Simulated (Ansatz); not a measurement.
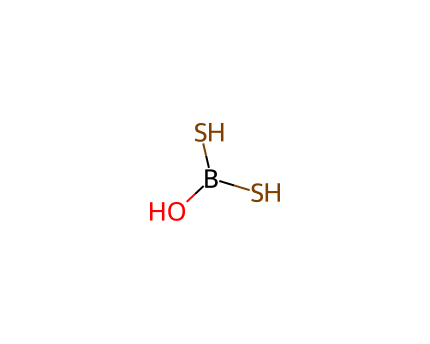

(Drawn from a calculation with Ansatz.)

2D structure.

Give its SMILES.

Answer. OB(S)S

What is the molecular formula?

Answer. BH3OS2.

An optimisation with PBE0-D4/def2-TZVP gave a structure of which point group?

Answer. Cs.
